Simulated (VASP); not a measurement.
# Ta(110) over its thickness, part 2 of 7

Aim: follow surface energy, work function and relaxation of Ta(110) with the number of layers.

VASP 6.6.1; PBE; plane waves and PAW (Ta).

So far. Step 3 (The bulk reference, job self-consistent run, k-mesh …): The run ends at a pressure of -0.51 GPa.

## 4. Surface relaxation, layers 4

System of this step: Ta(110). The cell holds 4 atoms: 4 Ta. Its edges and angles: a = 3.310 Å, b = 2.867 Å, c = 22.022 Å, α = 90.0°, β = 90.0°, γ = 54.7°. It derives from Ta. 4 layers of bcc Ta, cut at this functional's lattice. Vacuum lies along c.

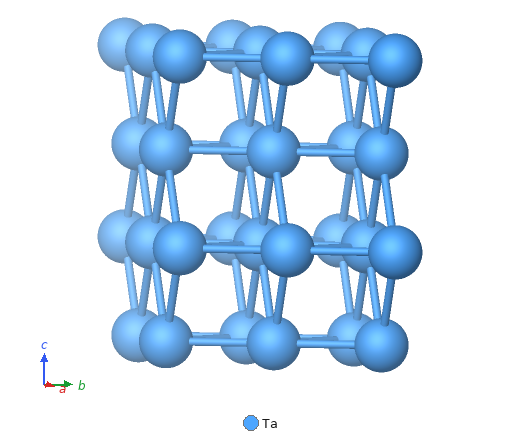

The cell of this step (tantalum blue). 2×2×1 cells are drawn. Some periodic images of atoms are drawn too.

All atoms relax at the fixed cell.

INCAR reads:

```
SYSTEM = Ta
PREC = Normal
ENCUT = 320
EDIFF = 1E-06
NELM = 120
ISMEAR = 1
SIGMA = 0.15
LREAL = .FALSE.
ALGO = Fast
GGA = PE
NBANDS = 16
LASPH = .TRUE.
LORBIT = 11
LWAVE = .FALSE.
LCHARG = .FALSE.
KPAR = 4
IBRION = 2
NSW = 50
ISIF = 2
EDIFFG = -0.01
POTIM = 0.4
MAXMIX = 40
```

POSCAR reads:

```
Ta
1.0
    3.3100000000      0.0000000000      0.0000000000
    1.6550000000      2.3405234457      0.0000000000
    0.0000000000      0.0000000000     22.0215703372
Ta
4
Direct
    0.5000000000      0.0000000000      0.3405751700
    0.0000000000      0.0000000000      0.4468583900
    0.5000000000      0.0000000000      0.5531416100
    0.0000000000      0.0000000000      0.6594248300
```

KPOINTS reads:

```
Automatic mesh
0
Gamma
14 14 1
0 0 0
```

The projector-augmented-wave data sets are Ta (PBE family, release 64).

The run is started by

```
$ mpirun -np 4 vasp_std
```

Log:

```text
[banner, memory and clock lines left out]
running    4 mpi-ranks, on    1 nodes
 distrk:  each k-point on    1 cores,    4 groups
 distr:  one band on    1 cores,    1 groups

 POSCAR found type information on POSCAR Ta
 POSCAR found :  1 types and       4 ions
 LDA part: xc-table for (Slater+PW92), standard interpolation
 POSCAR, INCAR and KPOINTS ok, starting setup
 FFT: planning ... GRIDC
 FFT: planning ... GRID_SOFT
 FFT: planning ... GRID
 WAVECAR not read
 entering main loop
       N       E                     dE             d eps       ncg     rms          rms(c)
DAV:   1     0.446249474222E+02    0.44625E+02   -0.55462E+03  1824   0.653E+02
DAV:   2    -0.416971582397E+02   -0.86322E+02   -0.80983E+02  2800   0.135E+02
DAV:   3    -0.486191894959E+02   -0.69220E+01   -0.66985E+01  2448   0.421E+01
DAV:   4    -0.489563484034E+02   -0.33716E+00   -0.32945E+00  3136   0.872E+00
DAV:   5    -0.489622450160E+02   -0.58966E-02   -0.58900E-02  2656   0.120E+00    0.261E+01
RMM:   6    -0.517958742092E+02   -0.28336E+01   -0.19057E+01  1937   0.153E+01    0.130E+01
RMM:   7    -0.515916089048E+02    0.20427E+00   -0.27114E+01  2052   0.175E+01    0.120E+01
RMM:   8    -0.453064976681E+02    0.62851E+01   -0.36340E+00  1849   0.869E+00    0.350E+00
RMM:   9    -0.451156038245E+02    0.19089E+00   -0.15281E+00  2050   0.453E+00    0.131E+00
RMM:  10    -0.451407897682E+02   -0.25186E-01   -0.21494E-01  2190   0.195E+00    0.119E+00
RMM:  11    -0.451025365149E+02    0.38253E-01   -0.14920E-01  2137   0.133E+00    0.223E-01
RMM:  12    -0.451052903812E+02   -0.27539E-02   -0.33151E-02  2310   0.716E-01    0.979E-02
RMM:  13    -0.451059050401E+02   -0.61466E-03   -0.89525E-03  2167   0.354E-01    0.634E-02
RMM:  14    -0.451060143627E+02   -0.10932E-03   -0.23290E-03  2279   0.182E-01    0.258E-02
RMM:  15    -0.451060843226E+02   -0.69960E-04   -0.60835E-04  2410   0.837E-02    0.222E-02
RMM:  16    -0.451060963252E+02   -0.12003E-04   -0.10662E-04  2116   0.396E-02    0.573E-03
RMM:  17    -0.451061169211E+02   -0.20596E-04   -0.37507E-05  2229   0.212E-02    0.456E-03
RMM:  18    -0.451061194763E+02   -0.25552E-05   -0.99001E-06  1839   0.114E-02    0.278E-03
RMM:  19    -0.451061229757E+02   -0.34994E-05   -0.37239E-06  1406   0.682E-03    0.815E-04
RMM:  20    -0.451061293880E+02   -0.64123E-05   -0.21022E-06  1287   0.571E-03    0.134E-03
RMM:  21    -0.451061338282E+02   -0.44402E-05   -0.75198E-07  1209   0.382E-03    0.807E-04
RMM:  22    -0.451061400276E+02   -0.61994E-05   -0.68782E-07  1234   0.349E-03    0.531E-04
RMM:  23    -0.451061414595E+02   -0.14319E-05   -0.24438E-07  1064   0.228E-03    0.152E-04
RMM:  24    -0.451061417311E+02   -0.27168E-06   -0.12650E-07   958   0.186E-03
   1 F= -.45106142E+02 E0= -.45107281E+02  d E =-.451061E+02
 curvature:   0.00 expect dE= 0.000E+00 dE for cont linesearch  0.000E+00
 trial: gam= 0.00000 g(F)=  0.334E-01 g(S)=  0.000E+00 ort = 0.000E+00 (trialstep = 0.100E+01)
 search vector abs. value=  0.334E-01
 bond charge predicted
       N       E                     dE             d eps       ncg     rms          rms(c)
DAV:   1    -0.451336257341E+02   -0.27484E-01   -0.26067E+00  2096   0.883E+00    0.419E-01
RMM:   2    -0.451335708648E+02    0.54869E-04   -0.31329E-02  1841   0.922E-01    0.216E-01
RMM:   3    -0.451338143208E+02   -0.24346E-03   -0.92309E-03  2001   0.439E-01    0.124E-01
RMM:   4    -0.451334260521E+02    0.38827E-03   -0.22537E-03  1927   0.218E-01    0.506E-02
RMM:   5    -0.451334576796E+02   -0.31627E-04   -0.97167E-04  2265   0.117E-01    0.163E-02
RMM:   6    -0.451334886989E+02   -0.31019E-04   -0.20102E-04  2384   0.506E-02    0.188E-02
RMM:   7    -0.451334776731E+02    0.11026E-04   -0.31092E-05  2020   0.219E-02    0.953E-03
RMM:   8    -0.451334826157E+02   -0.49426E-05   -0.13125E-05  1987   0.145E-02    0.169E-03
RMM:   9    -0.451334834553E+02   -0.83957E-06   -0.24762E-06  1317   0.673E-03
   2 F= -.45133483E+02 E0= -.45134561E+02  d E =-.273417E-01
[...]
3 F= -.45150900E+02 E0= -.45150426E+02  d E =-.447581E-01
[...]
4 F= -.45152481E+02 E0= -.45151847E+02  d E =-.463390E-01
[...]
5 F= -.45161142E+02 E0= -.45160590E+02  d E =-.866076E-02
[...]
6 F= -.45174747E+02 E0= -.45174747E+02  d E =-.222665E-01
 curvature:  -3.81 expect dE=-0.542E-03 dE for cont linesearch -0.357E-03
 ZBRENT: extrapolating
 opt :   6.2656  next Energy=   -45.175093 (dE=-0.226E-01)
 bond charge predicted
       N       E                     dE             d eps       ncg     rms          rms(c)
DAV:   1    -0.451754673482E+02   -0.72058E-03   -0.37729E-01  1872   0.339E+00    0.180E-01
RMM:   2    -0.451750048988E+02    0.46245E-03   -0.16268E-03  1835   0.266E-01    0.304E-02
RMM:   3    -0.451750457043E+02   -0.40806E-04   -0.43096E-04  2147   0.930E-02    0.936E-03
RMM:   4    -0.451750545194E+02   -0.88151E-05   -0.84297E-05  2342   0.383E-02    0.430E-03
RMM:   5    -0.451750564416E+02   -0.19222E-05   -0.13440E-05  1899   0.142E-02    0.313E-03
RMM:   6    -0.451750567772E+02   -0.33565E-06   -0.25282E-06  1314   0.666E-03
   7 F= -.45175057E+02 E0= -.45175185E+02  d E =-.225760E-01
 curvature:  -3.69 expect dE=-0.200E-04 dE for cont linesearch -0.551E-05
 trial: gam= 0.00477 g(F)=  0.542E-05 g(S)=  0.000E+00 ort =-0.112E-03 (trialstep = 0.235E+01)
 search vector abs. value=  0.454E-05
 reached required accuracy - stopping structural energy minimisation
```

The job ended after 52 s (4 MPI ranks of Intel Xeon 6975P-C (Granite Rapids), shared host; peak memory 0.8 GiB).

OUTCAR, selected parts (step 4):

```text
  LATTYP: Found a base centered orthorhombic cell.
 ALAT       =     3.3100000000
 B/A-ratio  =     1.4142135624
 C/A-ratio  =     6.6530423979

 Subroutine GETGRP returns: Found  8 space group operations
 (whereof  4 operations were pure point group operations)

The static configuration has the point symmetry C_2v.
 The point group associated with its full space group is D_2h.

 Found     57 irreducible k-points:

   k-points           NKPTS =     57   k-points in BZ     NKDIM =     57   number of bands    NBANDS=     16

   dimension x,y,z NGX =    14 NGY =   14 NGZ =   96
   dimension x,y,z NGXF=    28 NGYF=   28 NGZF=  192

   ENCUT  =  320.0 eV  23.52 Ry    4.85 a.u.   4.83  4.18 32.12*2*pi/ulx,y,z

   NELECT =      20.0000    total number of electrons

 E-fermi :  -0.1250

 k-point     1 :       0.0000    0.0000    0.0000
  band No.  band energies     occupation
    ...
      5      -1.7333      2.00000
      6      -1.3379      2.00000
      7      -0.7201      2.00000
      8      -0.3388      2.06162
      9      -0.3348      2.06363
     10       0.3826     -0.00002
     11       0.4172     -0.00000
     12       0.6238     -0.00000
     13       0.7150     -0.00000
     14       1.3764     -0.00000
    ...

 k-point     2 :       0.0714   -0.0000    0.0000
  band No.  band energies     occupation
    ...
      5      -1.7034      2.00000
      6      -1.3239      2.00000
      7      -0.7921      2.00000
      8      -0.4003      2.02620
      9      -0.3166      2.07012
     10       0.2947     -0.00055
     11       0.3930     -0.00001
     12       0.5023     -0.00000
     13       0.8305     -0.00000
     14       1.1432     -0.00000
    ...

  Total       -1.7805466     -2.5650179     -0.1263232      0.0000000      0.0000000      0.0000000
  in kB      -16.7214777    -24.0886081     -1.1863269      0.0000000      0.0000000      0.0000000
  external PRESSURE =     -13.9988042 kB  Pullay stress =       0.0000000 kB

  energy-cutoff  :      320.00
  volume of cell :      170.60
      direct lattice vectors                 reciprocal lattice vectors
     3.310000000  0.000000000  0.000000000     0.302114804 -0.213627426  0.000000000
     1.655000000  2.340523446  0.000000000     0.000000000  0.427254853  0.000000000
     0.000000000  0.000000000 22.021570337     0.000000000  0.000000000  0.045410022

 POSITION                                       TOTAL-FORCE (eV/Angst)
 -----------------------------------------------------------------------------------
      1.65500      0.00000      7.62827         0.000000      0.000000     -0.007414
      0.00000      0.00000      9.83949        -0.000000      0.000000      0.003907
      1.65500      0.00000     12.18208        -0.000000      0.000000     -0.003907
      0.00000      0.00000     14.39330         0.000000      0.000000      0.007414
 -----------------------------------------------------------------------------------
    total drift:                                0.000000     -0.000000      0.000000

  FREE ENERGIE OF THE ION-ELECTRON SYSTEM (eV)
  ---------------------------------------------------
  free  energy   TOTEN  =       -45.1750567772 eV

  energy  without entropy=      -45.1754414605  energy(sigma->0) =      -45.17518500

 total charge
# of ion       s       p       d       tot
------------------------------------------
    1        0.723   0.505   3.338   4.567
    2        0.721   0.751   3.404   4.876
    3        0.721   0.751   3.404   4.876
    4        0.723   0.505   3.338   4.567
--------------------------------------------------
tot          2.888   2.513  13.485  18.886

[... 1 part as in an earlier step ...]

[... 7 further parts left out ...]
```

The run keeps the 8 symmetry operations of its start, so it cannot find a distortion of lower symmetry.

Relaxation path:

```csv
step,energy less that of the first step (eV),largest force (eV/Å)
1,0.0000,0.5396
2,-0.0273,0.4048
3,-0.0448,0.2379
4,-0.0463,0.2429
5,-0.0550,0.1968
6,-0.0686,0.0394
7,-0.0689,0.0074
```

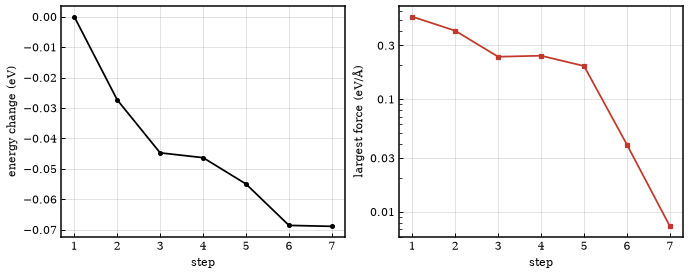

Energy and largest force along the relaxation.

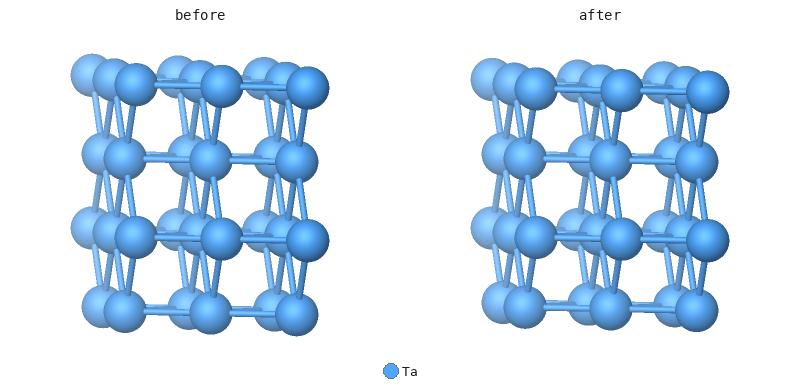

The structure before and after the relaxation, drawn at the same scale.

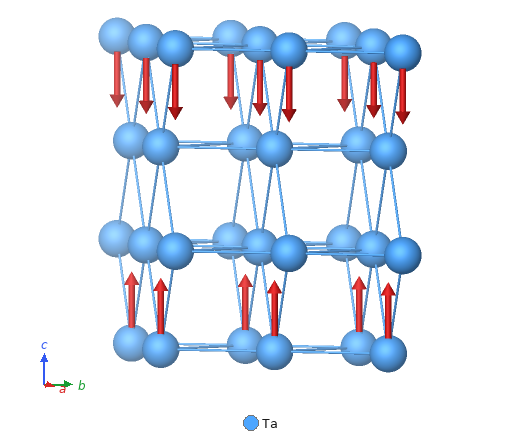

Displacements in the relaxation, exaggerated; the longest in the cell stands for 0.13 Å. 2×2×1 cells are drawn. Some periodic images of atoms are drawn too.

The atoms that moved most (Å):

| atom | dx | dy | dz | length |
| --- | --- | --- | --- | --- |
| Ta1 | 0.000 | 0.000 | 0.128 | 0.128 |
| Ta4 | 0.000 | 0.000 | -0.128 | 0.128 |

The relaxed structure:

```
Ta
1.0
     3.31000    0.00000    0.00000
     1.65500    2.34052    0.00000
     0.00000    0.00000   22.02157
Ta
4
Direct
  0.50000 0.00000 0.34640
  0.00000 0.00000 0.44681
  0.50000 0.00000 0.55319
  0.00000 0.00000 0.65360
```

Numbers from this step:

```
electronic cycles       : 74
electrons               : 20
free energy (TOTEN)     : -45.18 eV
energy at zero smearing : -45.18 eV
Fermi energy            : -0.125 eV
```

The run ended after 7 ionic steps, 0.069 eV below its first step, once the forces on the free atoms met EDIFFG = -0.01.

## 5. The vacuum level, layers 4

A static run writes the electrostatic potential without exchange and correlation (LVHAR), which is flat in the vacuum and gives the level to count from. The dipole correction cancels the field that unlike faces would set up across the vacuum.

INCAR: that of step 4 with these lines changed.

```diff
@@ -16,7 +16,6 @@
 KPAR = 4
-IBRION = 2
-NSW = 50
-ISIF = 2
-EDIFFG = -0.01
-POTIM = 0.4
-MAXMIX = 40
+IDIPOL = 3
+LDIPOL = .TRUE.
+DIPOL = 0.5 0.5 0.5
+LVHAR = .TRUE.
+LVACPOTAV = .TRUE.
```

POSCAR reads:

```
Ta
1.0
    3.3100000000      0.0000000000      0.0000000000
    1.6550000000      2.3405234457      0.0000000000
    0.0000000000      0.0000000000     22.0215703372
Ta
4
Direct
    0.5000000000      0.0000000000      0.3464000301
    0.0000000000      0.0000000000      0.4468116422
    0.5000000000      0.0000000000      0.5531883578
    0.0000000000      0.0000000000      0.6535999699
```

KPOINTS is that of step 4.

The run is started by

```
$ mpirun -np 4 vasp_std
```

Log:

```text
[... set-up lines as in an earlier step ...]
 entering main loop
       N       E                     dE             d eps       ncg     rms          rms(c)
DAV:   1     0.477880270760E+02    0.47788E+02   -0.55734E+03  1824   0.653E+02
DAV:   2    -0.415251859512E+02   -0.89313E+02   -0.83699E+02  2776   0.137E+02
DAV:   3    -0.487645323431E+02   -0.72393E+01   -0.70274E+01  2520   0.433E+01
DAV:   4    -0.490745632449E+02   -0.31003E+00   -0.30573E+00  3080   0.867E+00
DAV:   5    -0.490815653637E+02   -0.70021E-02   -0.69968E-02  2744   0.127E+00    0.275E+01
RMM:   6    -0.509485424813E+02   -0.18670E+01   -0.20602E+01  2352   0.157E+01    0.135E+01
RMM:   7    -0.521759455510E+02   -0.12274E+01   -0.38353E+01  2571   0.199E+01    0.122E+01
RMM:   8    -0.454000942325E+02    0.67759E+01   -0.52694E+00  1914   0.989E+00    0.359E+00
RMM:   9    -0.451613197058E+02    0.23877E+00   -0.27173E+00  2453   0.573E+00    0.118E+00
RMM:  10    -0.452666281706E+02   -0.10531E+00   -0.19006E-01  2337   0.224E+00    0.157E+00
RMM:  11    -0.451679308267E+02    0.98697E-01   -0.25838E-01  2580   0.179E+00    0.320E-01
RMM:  12    -0.451736836147E+02   -0.57528E-02   -0.59828E-02  2846   0.944E-01    0.121E-01
RMM:  13    -0.451748056405E+02   -0.11220E-02   -0.96744E-03  2725   0.370E-01    0.925E-02
RMM:  14    -0.451748541709E+02   -0.48530E-04   -0.28047E-03  2482   0.226E-01    0.262E-02
RMM:  15    -0.451750603233E+02   -0.20615E-03   -0.16356E-03  2952   0.130E-01    0.473E-02
RMM:  16    -0.451749906944E+02    0.69629E-04   -0.23059E-04  2244   0.710E-02    0.950E-03
RMM:  17    -0.451750242651E+02   -0.33571E-04   -0.11336E-04  2690   0.381E-02    0.887E-03
RMM:  18    -0.451750352013E+02   -0.10936E-04   -0.17754E-05  2545   0.161E-02    0.503E-03
RMM:  19    -0.451750370828E+02   -0.18815E-05   -0.62356E-06  2065   0.914E-03    0.579E-03
RMM:  20    -0.451750437388E+02   -0.66560E-05   -0.53071E-06  2021   0.845E-03    0.217E-03
RMM:  21    -0.451750478076E+02   -0.40688E-05   -0.12913E-06  1476   0.531E-03    0.147E-03
RMM:  22    -0.451750547730E+02   -0.69654E-05   -0.12773E-06  1487   0.462E-03    0.216E-03
RMM:  23    -0.451750575608E+02   -0.27878E-05   -0.36275E-07  1252   0.310E-03    0.956E-04
RMM:  24    -0.451750585313E+02   -0.97050E-06   -0.21116E-07  1103   0.222E-03
 -----------------------------------------------------------------------------
|                                                                             |
|           W    W    AA    RRRRR   N    N  II  N    N   GGGG   !!!           |
|           W    W   A  A   R    R  NN   N  II  NN   N  G    G  !!!           |
|           W    W  A    A  R    R  N N  N  II  N N  N  G       !!!           |
|           W WW W  AAAAAA  RRRRR   N  N N  II  N  N N  G  GGG   !            |
|           WW  WW  A    A  R   R   N   NN  II  N   NN  G    G                |
|           W    W  A    A  R    R  N    N  II  N    N   GGGG   !!!           |
|                                                                             |
|     Did not find any points to average over, which means that no vacuum     |
|     field-free region was found. Please increase the size of  your cell     |
|     in the dimension of the dipole correction to obtain accurate            |
|     workfunction values.                                                    |
|                                                                             |
 -----------------------------------------------------------------------------

   1 F= -.45175059E+02 E0= -.45175186E+02  d E =0.382258E-03
```

Elapsed: 18 s, on 4 MPI ranks; peak memory 0.74 GiB; 67 s of CPU time.

From OUTCAR (step 5):

```text
   NELECT =      20.0000    total number of electrons

 dipolmoment           0.000000      0.000000      0.000000 electrons x Angstroem

 E-fermi :  -0.1254

 k-point     1 :       0.0000    0.0000    0.0000
  band No.  band energies     occupation
    ...
      5      -1.7337      2.00000
      6      -1.3384      2.00000
      7      -0.7205      2.00000
      8      -0.3392      2.06162
      9      -0.3352      2.06365
     10       0.3822     -0.00002
     11       0.4168     -0.00000
     12       0.6233     -0.00000
     13       0.7145     -0.00000
     14       1.3760     -0.00000
    ...

  Total       -1.7788728     -2.5626789     -0.1251621      0.0000000      0.0000000      0.0000000
  in kB      -16.7057582    -24.0666420     -1.1754226      0.0000000      0.0000000      0.0000000
  external PRESSURE =     -13.9826076 kB  Pullay stress =       0.0000000 kB

 POSITION                                       TOTAL-FORCE (eV/Angst)
 -----------------------------------------------------------------------------------
      1.65500      0.00000      7.62827         0.000000      0.000000     -0.007277
      0.00000      0.00000      9.83949        -0.000000      0.000000      0.003583
      1.65500      0.00000     12.18208        -0.000000      0.000000     -0.003583
      0.00000      0.00000     14.39330        -0.000000      0.000000      0.007277
 -----------------------------------------------------------------------------------
    total drift:                                0.000000      0.000000      0.000000

  FREE ENERGIE OF THE ION-ELECTRON SYSTEM (eV)
  ---------------------------------------------------
  free  energy   TOTEN  =       -45.1750585313 eV

  energy  without entropy=      -45.1754407888  energy(sigma->0) =      -45.17518595

 vacuum level on the upper side and lower side of the slab         4.635         4.635

[... 9 parts as in an earlier step ...]

[... 8 further parts left out ...]
```

Numbers from this step:

* electronic cycles: 24
* Fermi energy: -0.1254 eV
* dipole moment: 0, 0, 0 e·Å
* vacuum levels: 4.635, 4.635 eV
* work functions of the upper and lower face: 4.760, 4.760 eV

The planar average of the electrostatic potential oscillates, so the rows of the table below give means over windows of 2 Å about each position, cut where the curve ends. Its maxima inside the range that stand out by 2 % of the span (Å: eV): 8.7: -2.39, 11.0: -1.26, 13.3: -2.39. Its minima: 7.6: -9.92, 9.9: -9.75, 12.2: -9.75, 14.5: -9.92.

Zero at the Fermi level. Planar average of the electrostatic potential against height; means over each step:

```
height (Å)  planar average of the electrostatic potential (eV)
         0                                                4.76
         2                                                4.76
         4                                                4.73
         6                                                1.74
         8                                               -6.54
        10                                               -6.37
        12                                               -6.35
        14                                               -6.51
        16                                                1.62
        18                                                4.73
        20                                                4.76
```

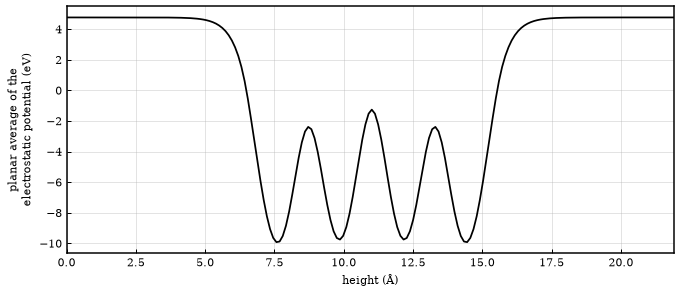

Planar average of the electrostatic potential against height.

The vacuum level lies 4.76 eV above the Fermi level at the upper face; both faces agree, as the slab has next to no dipole.

The program found no field-free point at its default tolerance, but its printed level agrees with the flat part of the planar average.

(Part 2 of 7 ends here.)

[Lines on the potential files, build, host, timing and source positions are cut from VASP's logs without a mark.]

[Logs are printed without paths, hosts, clocks, repeated set-up lines and the standing remarks that a program may print on its own settings, such as how far it seeks lower states.]

[Hosts, paths, dates, database ids (printed as entryN), source tags and the programs' standing remarks are cut or masked in the printed files.]

[Runs that stopped without an error message from VASP are left out.]
